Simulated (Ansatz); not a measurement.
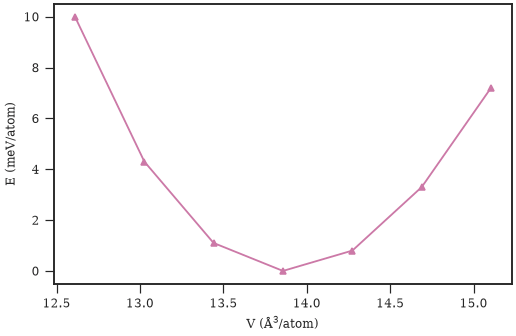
Fig. 1. NaH (rock salt, Fm-3m) under volume change, HSE06 (plane waves, PAW; program Ansatz), scaled uniformly.

Task: What does a third-order Birch–Murnaghan fit give for V₀, B₀ and B′?

Result: V₀ = 13.87 Å³/atom, B₀ = 24.1 GPa, B′ = 3.7.

The cell was relaxed with HSE06 under the symmetry of its start.

Potentials: the later of the program's two PAW sets.
